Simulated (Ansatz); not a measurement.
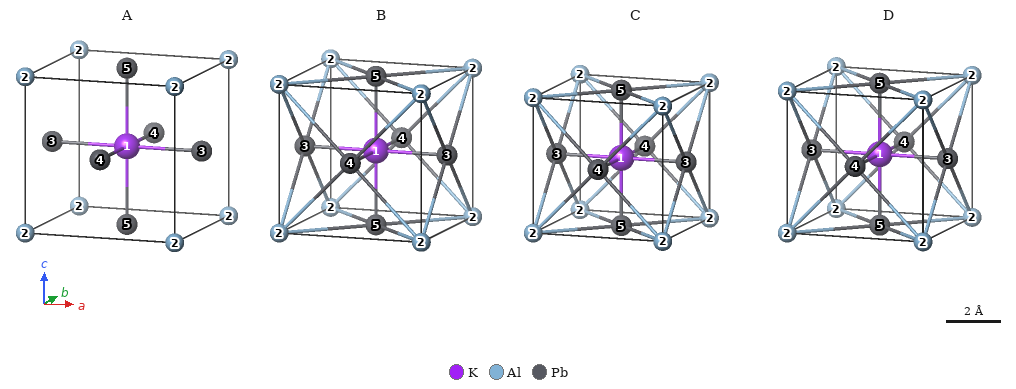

4 geometries from one relaxation of a crystal of KAlPb₃ (built on the cubic perovskite type) (coarse preliminary run), in shuffled order. The picture is a ball-and-stick view of the cell of the calculation, seen slightly off an axis.

Case: cubic perovskite type (Pm-3m, No. 221).

Computed with Ansatz, DFT PBE, scalar-relativistic, plane waves, PAW. Settings: plane-wave cutoff 420 eV; k-point mesh 4 × 4 × 4; occupations gaussian; smearing width 0.1 eV; no spin polarisation; cell and atoms relaxed; force threshold 0.04 eV/Å; at most 70 steps.

**Order the frames from highest to lowest energy.**

C, D, B, A. They are steps 0, 1, 2, 6, at +2.841 eV per cell of the calculation, +1.159 eV per cell of the calculation, +0.318 eV per cell of the calculation relative to the last. The energy falls by 2.841 eV per cell of the calculation in 4 accepted moves (6 points after the start). All forces vanish by symmetry, so only the cell relaxes. Pressure: 18.00 GPa at the start and 0.21 GPa at the end. The SCF was repeated twice at an unchanged geometry on a basis and grid sized afresh for the cell, which shifted the energy by 43.4 meV per cell of the calculation at most. The atoms keep their places relative to the cell (all moves are under 0.005 Å). The drawn cell changes as follows: a = b = c 5.152 → 5.946 Å (+15.4 %); the volume changes by +53.8 %. Some distances before and after: Al2–Pb3 3.643 → 4.205 Å, K1–Pb3 2.576 → 2.973 Å. The space group stays Pm-3m (No. 221).
